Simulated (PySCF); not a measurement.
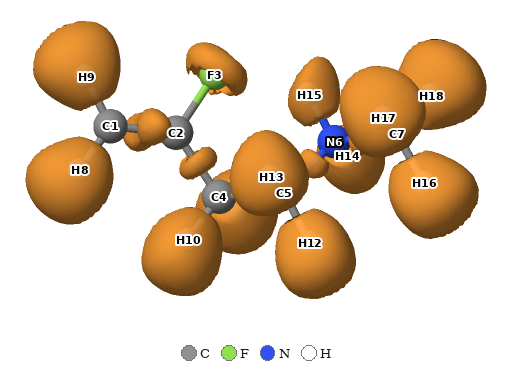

C₅H₁₁FN (charge +1). Isosurface of the electron localisation function at 0.85 (orange), seen across its widest extent. Core shells and regions of very low density are left out.

Geometry: GFN2-xTB.

All numbers below come from PBE0/pcSseg-1, SCF density, gas phase, non-relativistic (PySCF).

```xyz
18

C     3.0453   -0.0199    0.5191
C     1.7475   -0.1663    0.6624
F     1.0788    0.5708    1.6098
C     0.8065   -1.0694   -0.0813
C    -0.3813   -0.3139   -0.6819
N    -1.2993    0.1878    0.3765
C    -2.4423    0.9560   -0.1488
H     3.5886   -0.5807   -0.2167
H     3.6008    0.6593    1.1405
H     1.3591   -1.5540   -0.8845
H     0.4464   -1.8529    0.5930
H    -0.9465   -0.9720   -1.3448
H    -0.0269    0.5426   -1.2600
H    -1.6429   -0.6108    0.9247
H    -0.7494    0.7745    1.0257
H    -3.0415    0.3311   -0.8086
H    -2.0834    1.8164   -0.7102
H    -3.0682    1.3078    0.6683
```

What do the ELF domains correspond to?

The ELF exceeds this value in three regions between bonded C–C atoms (shared pairs), two regions between bonded C–N atoms (shared pairs), eleven regions around hydrogen nuclei and one region wrapped around F (its lone pairs, merged into a ring or cap).

Values along the shortest contacts:
C–C (1.31 Å): the ELF peaks at about 0.95 between the atoms: a short, multiple covalent bond. C–F (1.37 Å): the ELF peaks at about 0.85 between the atoms (a polar covalent bond).
